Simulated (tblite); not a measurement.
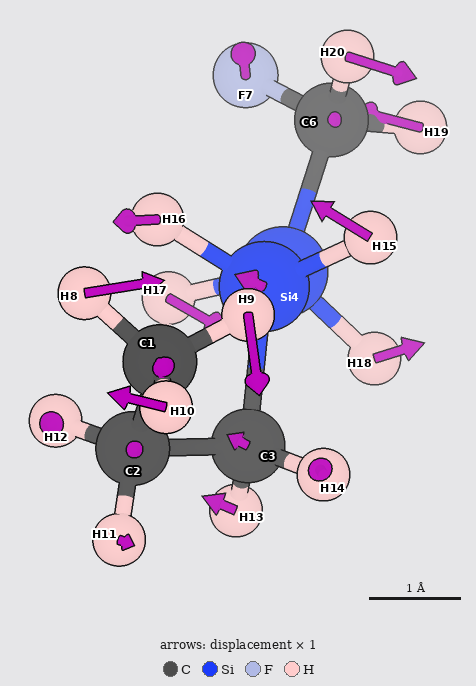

This is a relaxation of C4H13FSi2. The starting structure is drawn; purple arrows show the displacements, at their true length. The two geometries are superimposed by the best rigid fit.

The picture is a ball-and-stick view, seen from a free direction.

These are results of tblite, GFN2-xTB geometry optimisation, gas phase, not measurements. 

What happened in the run?

Answer. The energy falls by 20.7 kcal/mol in 153 geometry steps. The atom that moves furthest after the best rigid fit is an H atom (1.23 Å). By element the largest moves are H 1.23 Å, F 1.06 Å, Si 0.41 Å, C 0.36 Å. Near-neighbour distances that change, for instance: Si–Si 2.205 → 2.318 Å, C–Si 1.860 → 1.920 Å, C–H 1.132 → 1.087 Å, C–Si 1.869 → 1.910 Å. Bond angles that change, for instance: C–C–Si 105.7° → 114.6°, Si–Si–H 108.5° → 117.4°, C–C–C 104.0° → 112.6°. Groups turn about C–Si by about 75°, C–C by about 60°, C–Si by about 30°. The run took 3.4 s on 1 thread of Intel(R) Xeon(R) Processor @ 2.70GHz (shared host).
